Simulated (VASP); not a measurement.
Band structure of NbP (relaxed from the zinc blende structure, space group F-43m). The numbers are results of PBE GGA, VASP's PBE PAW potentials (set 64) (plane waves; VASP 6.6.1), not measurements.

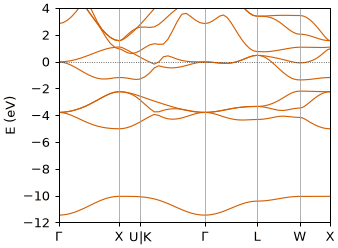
*Bands along high-symmetry lines, zero at the valence-band maximum or, without a gap, the Fermi level*

Question: Read the plot: is there a gap, and where are the band edges?

Answer: It has no gap at this level: it comes out as a metal or semimetal. (Edges off the drawn lines would not show.)

The structure was generated: NbP was put into the zinc blende type (F-43m), which need not be its known phase. It was relaxed first, which changed the volume by -29 %.
